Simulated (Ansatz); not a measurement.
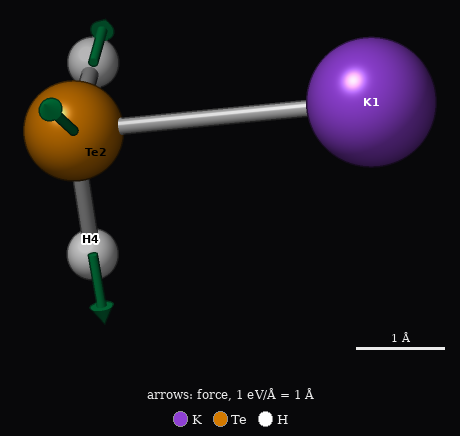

Starting geometry of KH₂Te (charge +1) (coarse preliminary run) with the computed forces as green arrows. Style: ball-and-stick. Shown at a tilt.

Method: RKS PBE-D4/def2-SVP in Ansatz. (force threshold 0.03 eV/Å; at most 250 steps)

What follows when this structure is relaxed?

It isn't relaxed: the largest force vector, on the Te atom, is 1.17 eV/Å. The final displacements follow the starting forces only in part (cosine between the two patterns 0.41). The Te atom moves most after the best rigid fit: 0.092 Å. Largest moves by element: Te 0.092 Å, H 0.071 Å, K 0.031 Å. Among the contacts that change: K–Te 3.600 → 3.679 Å, H–Te 1.630 → 1.681 Å. Among the angles between lasting bonds that change: K–Te–H 96.0° → 90.7°. The energy falls by 5.08 kJ/mol in 3 geometry steps. The largest force component goes from 1.1 to 0.021 eV/Å. Cost: 5.5 s on 2 threads of Arm Neoverse V2 (shared host).
